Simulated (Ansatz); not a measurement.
# Li-Mo mixtures: scan of ordered alloys across composition in Python

Aim: a scan of ordered alloys across composition, for Li-Mo mixtures, run from a script.

Computed with Ansatz 0.2.0 through its Python package. Level of theory: DFT LDA, plane waves, PAW.

## (1) The system

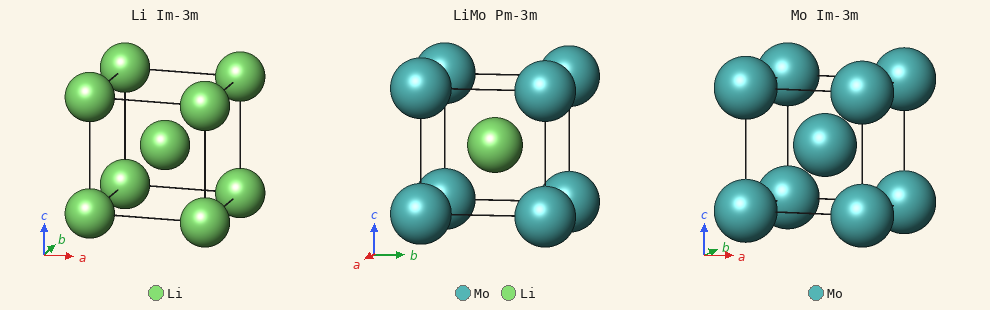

The starting structures, one conventional cell each, each at its own scale.

No structure file is read: the coordinates are typed or built in the script.

## (2) The code

The input, li.py:

```python
# -*- coding: utf-8 -*-
"""Ordered Li-Mo cells across composition, after relaxing atoms and volume at fixed cell shape."""

from collections import Counter

import ansatz as az
import numpy as np

FUNCTIONAL = "LDA"
TOLERANCE = 1e-09
CUTOFF = 520
K_SPACING = 0.16
OCCUPATIONS = "fermi_dirac"
SMEARING_WIDTH = 0.05


def bcc(A, a):
    return (
        az.Lattice.bcc(a)
        .space_group(229)
        .atom(A, (0, 0, 0))
        .primitive()
    )

A_FIRST, A_LAST = 3.51, 3.15


def compute(name, crystal):
    calc = (
        crystal.calculation()
        .functional(FUNCTIONAL)
        .scf(tolerance=TOLERANCE)
        .basis(CUTOFF)
        .kpoints(spacing=K_SPACING)
        .occupations(OCCUPATIONS, width=SMEARING_WIDTH)
        .band_table()
    )
    calc = calc.relax(force_tolerance=0.03, max_steps=40, fix_cell=["shape"])
    return calc.run(threads=1, pin="off")


def volume_per_atom(outcome):
    return abs(np.linalg.det(outcome.lattice.cell_ang)) / len(outcome.lattice.sites)


def counts(outcome):
    return Counter(site.symbol for site in outcome.lattice.sites)


def main():
    # ordered cells: the first k mixed sites take the second element
    phases = {}
    for k in range(2 + 1):
        a = A_FIRST + (A_LAST - A_FIRST) * k / 2
        cell = bcc("Li", a).conventional().resolved()
        sites = [site.position for site in cell.sites if site.symbol == "Li"]
        for position in sites[:k]:
            cell = cell.substitution("Mo", at=position, replaces="Li")
        phases[f"Li{2 - k}Mo{k}"] = cell.resolved()

    done = {}
    for name, crystal in phases.items():
        done[name] = compute(name, crystal)
        print(f"{name}: {done[name].report['energy_sigma0_ev']:.4f} eV, {len(done[name].lattice.sites)} atoms")

    # mixing quantities against the straight line between the end members, both on this lattice
    x = {name: counts(o)["Mo"] / (counts(o)["Li"] + counts(o)["Mo"]) for name, o in done.items()}
    first, last = min(x, key=x.get), max(x, key=x.get)
    energy = {name: o.report["energy_sigma0_ev"] / len(o.lattice.sites) for name, o in done.items()}
    volume = {name: volume_per_atom(o) for name, o in done.items()}
    rows = []
    for name in sorted(done, key=x.get):
        line = lambda table: (1 - x[name]) * table[first] + x[name] * table[last]
        rows.append((name, x[name], 1000 * (energy[name] - line(energy)), volume[name], 100 * (volume[name] / line(volume) - 1)))
    print("      cell       x(Mo)  E_mix (meV/atom)  V (A^3/atom)  excess V (%)")
    for row in rows:
        print(f"{str(row[0]):>10}  {row[1]:10.3f}  {row[2]:+16.1f}  {row[3]:12.3f}  {row[4]:+12.2f}")


if __name__ == "__main__":
    main()
```

## (3) What the engine is handed

The package turns the script's settings into the engine's input (first run):

```yaml
crystal:
  lattice:
    - [3.51, 0.0, 0.0]
    - [2.1492551325036047e-16, 3.51, 0.0]
    - [2.1492551325036047e-16, 2.1492551325036047e-16, 3.51]
  atoms:
    - { symbol: Li, position: [0.0, 0.0, 0.0] }
    - { symbol: Li, position: [0.5, 0.5, 0.5] }
basis:
  ecutwfc: 520.0
kpoints:
  mp_grid:
    kspacing: 0.16
hamiltonian:
  xc: lda
scf:
  convergence:
    dr2_threshold: 1.0e-09
  occupations:
    method: fermi_dirac
    width: 0.05
relax:
  f_tol: 0.03
  max_steps: 40
  cell:
    fix: [shape]
output:
  eigenvalues: true
```

## (4) Launch

Started as:

```
> python li.py
```

Output:

```text
DeckWarning: relax.cell: scf.convergence.dr2_threshold = 1e-9 eV is looser than the 2e-10 eV advised for a relaxation that steers and ends on the stress (1e-10 eV for each atom of the cell: 2). What an SCF threshold leaves in a stress goes as its square root, [...]
Li2Mo0: -403.2775 eV, 2 atoms
Li1Mo1: -5042.7161 eV, 2 atoms
Li0Mo2: -9685.7206 eV, 2 atoms
      cell       x(Mo)  E_mix (meV/atom)  V (A^3/atom)  excess V (%)
    Li2Mo0       0.000              +0.0        19.051         +0.00
    Li1Mo1       0.500            +891.5        12.473        -26.87
    Li0Mo2       1.000              +0.0        15.060         +0.00
```

(Warnings from the package without file and line, shortened.)

Run time: 22 s. Hardware: 1 thread of Intel Xeon 6975P-C (Granite Rapids), shared host; peak memory 0.45 GiB.

## (5) Inputs of later runs

The engine's inputs for the other runs:

Run 2, against run 1:

```diff
@@ -3,3 +3,3 @@
-    - [3.51, 0.0, 0.0]
-    - [2.1492551325036047e-16, 3.51, 0.0]
-    - [2.1492551325036047e-16, 2.1492551325036047e-16, 3.51]
+    - [3.33, 0.0, 0.0]
+    - [2.0390369205803431e-16, 3.33, 0.0]
+    - [2.0390369205803431e-16, 2.0390369205803431e-16, 3.33]
@@ -7 +7 @@
-    - { symbol: Li, position: [0.0, 0.0, 0.0] }
+    - { symbol: Mo, position: [0.0, 0.0, 0.0] }
```

Run 3, against run 1:

```diff
@@ -3,3 +3,3 @@
-    - [3.51, 0.0, 0.0]
-    - [2.1492551325036047e-16, 3.51, 0.0]
-    - [2.1492551325036047e-16, 2.1492551325036047e-16, 3.51]
+    - [3.15, 0.0, 0.0]
+    - [1.9288187086570813e-16, 3.15, 0.0]
+    - [1.9288187086570813e-16, 1.9288187086570813e-16, 3.15]
@@ -7,2 +7,2 @@
-    - { symbol: Li, position: [0.0, 0.0, 0.0] }
-    - { symbol: Li, position: [0.5, 0.5, 0.5] }
+    - { symbol: Mo, position: [0.0, 0.0, 0.0] }
+    - { symbol: Mo, position: [0.5, 0.5, 0.5] }
```

## (6) What each run gave

One row for each of the 3 runs:

```
run          system  space group at the end  energy (eV/atom)  from the elements (meV/atom)  final volume (Å³/atom)  pressure (GPa)  SCF cycles in all  CPU time (s)
  1    Li (2 atoms)                   Im-3m         -201.6387                           0.0                   19.05           -0.01                 23           4.9
  2  LiMo (2 atoms)                   Pm-3m        -2521.3580                         891.5                   12.47            0.00                 33           9.1
  3    Mo (2 atoms)                   Im-3m        -4842.8603                           0.0                   15.06            0.01                 32           7.8
```

Energies are extrapolated to zero smearing width, as in the script. Totals carry meaning only in balanced differences at one level of theory.

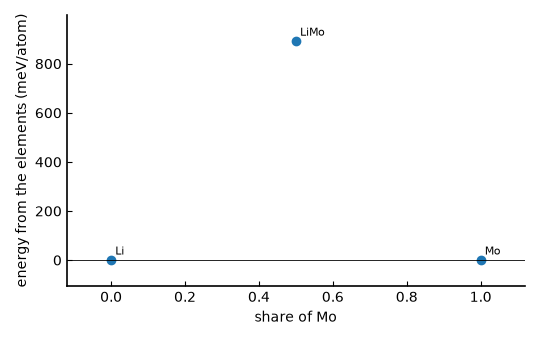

Energy from the elements against composition.

## (7) How the relaxation of run 1 went

Relaxation path:

```
step  E - E(step 1) (eV/cell)  largest force component (eV/Å)  pressure (GPa)  volume (Å³)
   1                   0.0000                          0.0000           -1.55        43.24
   2                  -0.0199                          0.0000           -0.89        40.67
   3                  -0.0273                          0.0000            0.17        37.65
   4                  -0.0275                          0.0000           -0.01        38.10
   5                  -0.0274                          0.0000           -0.01        38.10
```

Step 1 is the start. Step 5 repeats the geometry before it on a plane-wave basis chosen anew for that cell, so its energy need not be comparable with the rows above.

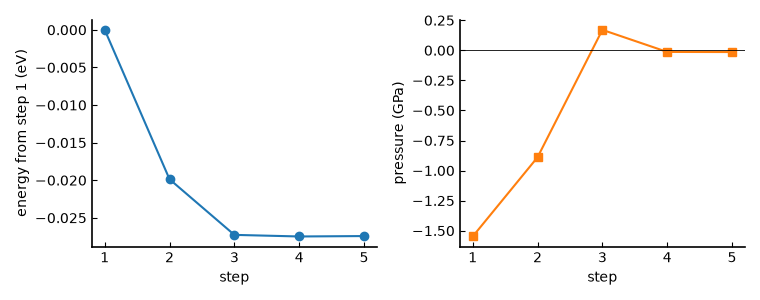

Energy and pressure along the relaxation.

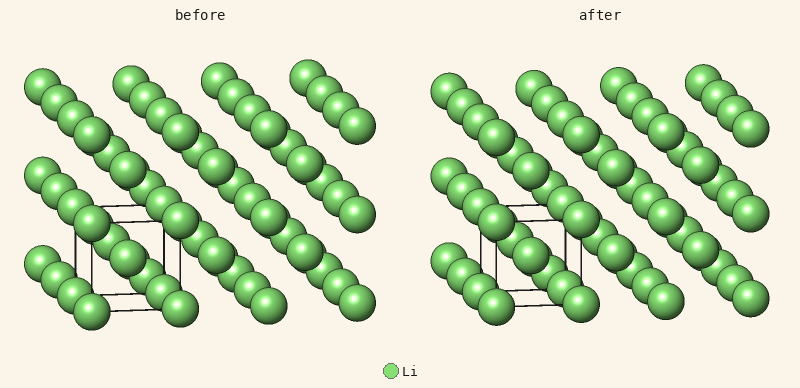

Before and after, at one scale.

|  | before | after | change |
| --- | --- | --- | --- |
| a (Å) | 3.510 | 3.365 | -4.1 % |
| b (Å) | 3.510 | 3.365 | -4.1 % |
| c (Å) | 3.510 | 3.365 | -4.1 % |
| volume (Å³/atom) | 21.62 | 19.05 | -11.9 % |
| shortest distance (Å) | 3.040 | 2.914 | -4.1 % |
| space group (0.01 Å) | Im-3m | Im-3m | same |

Forces and stress were held to the start's 96 operations: a distortion of lower symmetry was not tested.

## (8) The relaxation of run 2, step by step

Relaxation path:

| step | energy from step 1 (eV/cell) | largest force component (eV/Å) | pressure (GPa) | volume (Å³) |
| --- | --- | --- | --- | --- |
| 1 | 0.0000 | 0.0000 | -22.44 | 36.93 |
| 2 | -0.6818 | 0.0000 | -19.21 | 31.78 |
| 3 | -1.1193 | 0.0000 | -9.35 | 27.14 |
| 4 | -1.1883 | 0.0000 | 0.14 | 24.92 |
| 5 | -1.1883 | 0.0000 | 0.00 | 24.95 |
| 6 | -1.1881 | 0.0000 | 0.00 | 24.95 |

Step 1 is the start. Step 6 repeats the geometry before it on a plane-wave basis chosen anew for that cell, so its energy need not be comparable with the rows above.

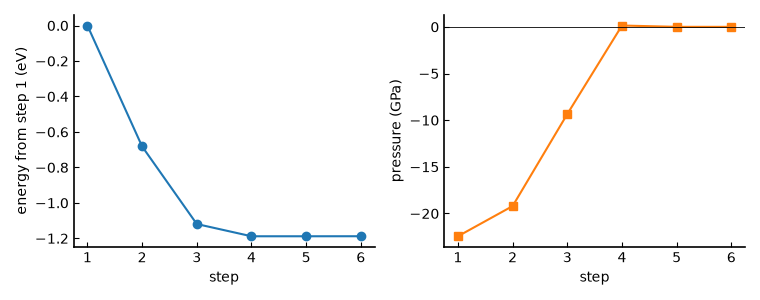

Energy and pressure along the relaxation.

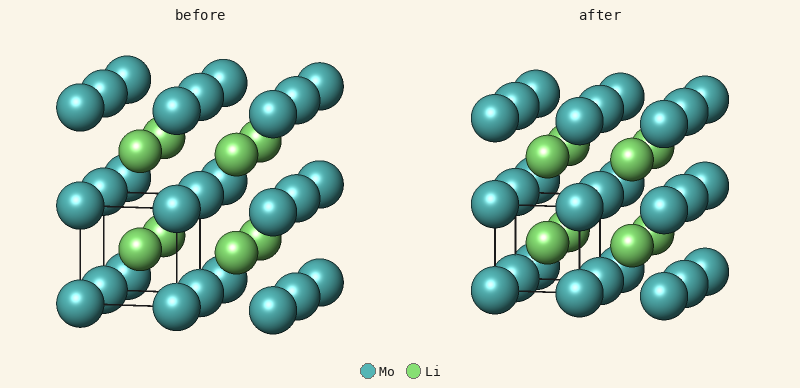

Before and after, at one scale.

|  | before | after | change |
| --- | --- | --- | --- |
| a (Å) | 3.330 | 2.922 | -12.3 % |
| b (Å) | 3.330 | 2.922 | -12.3 % |
| c (Å) | 3.330 | 2.922 | -12.3 % |
| volume (Å³/atom) | 18.46 | 12.47 | -32.4 % |
| shortest distance (Å) | 2.884 | 2.530 | -12.3 % |
| space group (0.01 Å) | Pm-3m | Pm-3m | same |

The run keeps the 48 symmetry operations of the start, so it could not have lowered the symmetry.

## (9) Results

| quantity | value |
| --- | --- |
| runs compared | 3 |
| energy of LiMo (run 2) from the elements | 891 meV/atom |

**Reading.** Mixing energies: +891 meV an atom at x(Mo) = 0.50 (volume -26.9 % off the straight line). All are positive, so the end members on this lattice are favoured over these cells. In run 1, the volume shrank by 11.9 % over 3 moves, and the space group stayed Im-3m. In run 2, over 4 moves the cell shrank by 32.4 % in volume, and the space group stayed Pm-3m. Atoms and volume are relaxed with the cell's shape held, which in cells of lower than cubic symmetry can hide stresses and shift volumes. These are small ordered cells, with both end members on the same lattice, which need not be their own; they aren't random solutions. Differences under 10 to 15 meV an atom lie within the error of mesh and functional. The cells are prototypes set up for this calculation and needn't exist.
